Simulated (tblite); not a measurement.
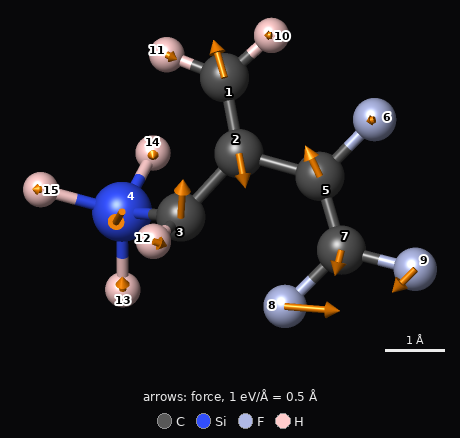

Starting geometry of C5H6F3Si (multiplicity 2) with the computed forces as orange arrows. A ball-and-stick model, seen at a tilt.

Theory: GFN2-xTB geometry optimisation, gas phase in tblite 0.8.0. 

Question: What follows when this structure is relaxed?

Answer: It isn't relaxed: the largest force vector, on F8, is 1.95 eV/Å. The final displacements have little in common with the starting forces (cosine between the two patterns 0.17). Over 111 geometry steps the energy falls by 85.0 kJ/mol. H12 moves most after the best rigid fit: 1.42 Å. Largest moves by element: H 1.42 Å, F 1.09 Å, C 0.42 Å, Si 0.38 Å. Some distances before and after: C2–C3 1.472 → 1.394 Å, C1–C2 1.321 → 1.373 Å, C3–Si4 1.824 → 1.871 Å, Si4–H13 1.503 → 1.461 Å. Among the angles between lasting bonds that change: F8–C7–F9 121.6° → 110.1°, C2–C3–Si4 116.8° → 125.4°, C5–C7–F8 116.8° → 125.4°. Groups turn about C2–C5 by about 25°. Cost: 0.63 s on 1 thread of Arm Neoverse V2, on a shared host.
